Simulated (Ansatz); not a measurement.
Input file:

```
crystal:
  periodic: [false, false, false]
  atoms:
    - { symbol: B, position_ang: [0.0, 0.0, 0.0] }
    - { symbol: H, position_ang: [0.0, 0.0, 1.19] }
    - { symbol: C, position_ang: [1.3856, 0.0, -0.8] }
    - { symbol: H, position_ang: [1.7152, -1.0462, -0.9702] }
    - { symbol: H, position_ang: [1.2491, 0.508, -1.7774] }
    - { symbol: H, position_ang: [2.1552, 0.5381, -0.2082] }
    - { symbol: H, position_ang: [-1.0305, 0.0, -0.595] }
basis:
  gaussian: { orbitals: cc-pVDZ }
hamiltonian:
  xc: pbe
  dispersion: d4
relax:
  f_tol: 0.02
  max_steps: 40
output:
  orbitals: {}
```

Launched as:

```sh
ansatz run input.yaml --threads 1 --pin off --max-ram 2048MiB --backend cpu --events-out ev --progress --plain --runs-dir out
```

The fields are those of the run's last geometry, not of the input's.

The calculation used RKS PBE-D4/cc-pVDZ (Ansatz 0.2.0).

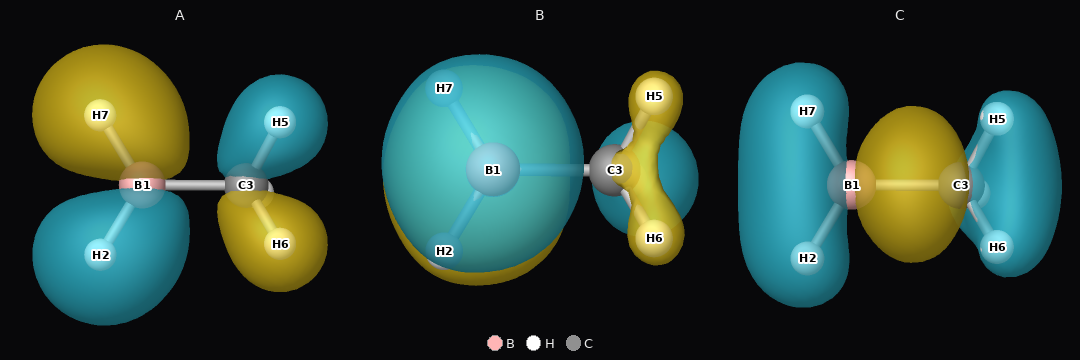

CH5B. Three frontier orbitals at ±0.1 Å⁻³ᐟ² (yellow and cyan are the two phases), in no order.

Q: Which picture is the HOMO−1, the HOMO and the LUMO?

A: C is the HOMO−1 (−7.90 eV). It lies mainly on C3 (about 40 %), B1 (about 30 %), H2 (about 10 %) and H7 (about 10 %). A is the HOMO (−7.41 eV). Its weight (Hirshfeld) is mainly on B1 (about 35 %), H2 (about 25 %), H7 (about 25 %) and C3 (about 10 %). B is the LUMO (−2.14 eV). It lies mainly on B1 (about 65 %), C3 (about 10 %), H2 (about 5 %) and H7 (about 5 %).

Q: What is the HOMO–LUMO gap?

A: 5.27 eV between the orbital energies.
